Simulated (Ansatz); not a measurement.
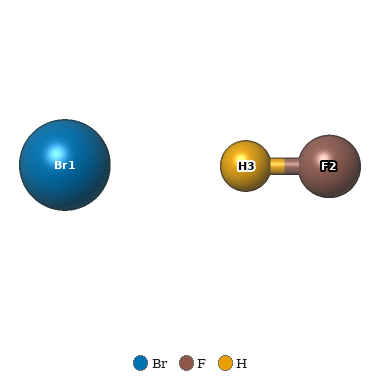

The system is the pair Br···FH, charge −1; the picture shows the reference structure. 
- The turn is about an axis along (1.00, −0.06, −0.00) in the frame of the relaxed pair, normal to the line between the partners.
- First axis: distance H3···Br1. Second axis: turn of Br1 about H3.
- The grid has 9 × 9 points; 49 points were computed and 32 follow by symmetry.
- Points are written as (first, second).
- All energies are given in eV relative to the lowest grid point.
- Level of theory: RKS wB97X-V/def2-TZVPD in Ansatz 0.2.0.

Its coordinates:

```yaml
atoms:
  - { symbol: Br, position_ang: [0.0071, 0.1280, -1.7172] }
  - { symbol: F, position_ang: [-0.0056, -0.0999, 1.3413] }
  - { symbol: H, position_ang: [-0.0016, -0.0280, 0.3759] }
```

Range: distance H3···Br1 from 1.763 to 3.163 Å; turn of Br1 about H3 from −120 to 120°.

### Predict the map.

The lowest grid point is at (2.118 Å, 0°). No other kind of well shows on this grid. The highest grid point, (1.763 Å, 120°), lies 11.42 eV above the lowest. Round the minimum the two coordinates are nearly uncoupled.

| turn of Br1 about H3 ↓, distance H3···Br1 → | 1.763 | 1.839 | 1.964 | 2.118 | 2.294 | 2.488 | 2.699 | 2.924 | 3.163 |
| --- | --- | --- | --- | --- | --- | --- | --- | --- | --- |
| 120 | 11.42 | 9.95 | 7.93 | 5.92 | 4.18 | 2.90 | 2.06 | 1.58 | 1.31 |
| 90 | 3.98 | 3.36 | 2.56 | 1.88 | 1.41 | 1.11 | 0.95 | 0.88 | 0.86 |
| 60 | 1.34 | 1.09 | 0.81 | 0.61 | 0.51 | 0.48 | 0.50 | 0.54 | 0.59 |
| 30 | 0.46 | 0.33 | 0.19 | 0.13 | 0.14 | 0.20 | 0.28 | 0.36 | 0.44 |
| 0 | 0.23 | 0.12 | 0.03 | 0.00 | 0.04 | 0.11 | 0.20 | 0.30 | 0.39 |
| −30 | 0.46 | 0.33 | 0.19 | 0.13 | 0.14 | 0.20 | 0.28 | 0.36 | 0.44 |
| −60 | 1.34 | 1.09 | 0.81 | 0.61 | 0.51 | 0.48 | 0.50 | 0.54 | 0.59 |
| −90 | 3.98 | 3.36 | 2.56 | 1.88 | 1.41 | 1.11 | 0.95 | 0.88 | 0.86 |
| −120 | 11.41 | 9.95 | 7.93 | 5.92 | 4.18 | 2.90 | 2.06 | 1.58 | 1.31 |

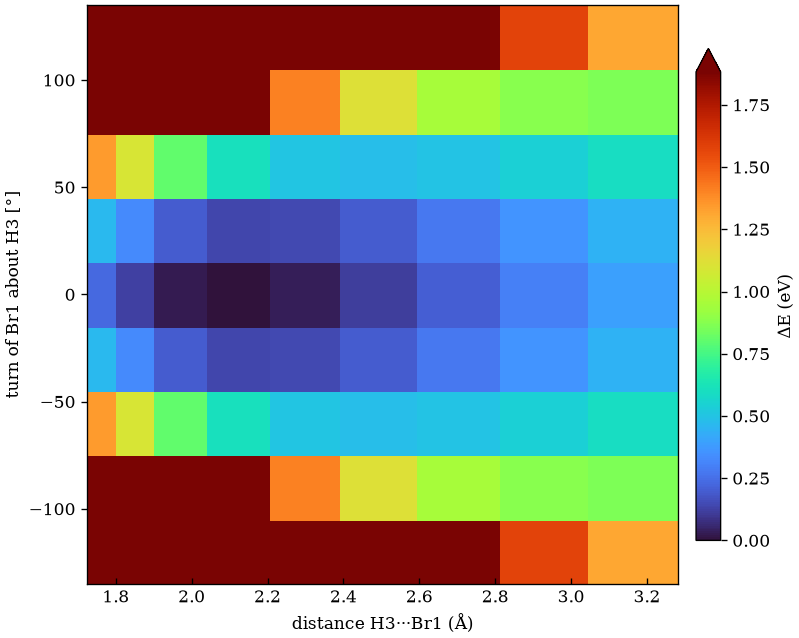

The picture shows one coloured cell a grid point, one colour for all values above the top of the scale.

Each point was launched as `ansatz run input.yaml --threads 1 --pin off --max-ram 2560MiB --backend cpu --events-out ev --progress --plain --runs-dir out`. The whole map (49 points run) took 5.1 min on 1 thread of Arm Neoverse V2, with other jobs on the host.
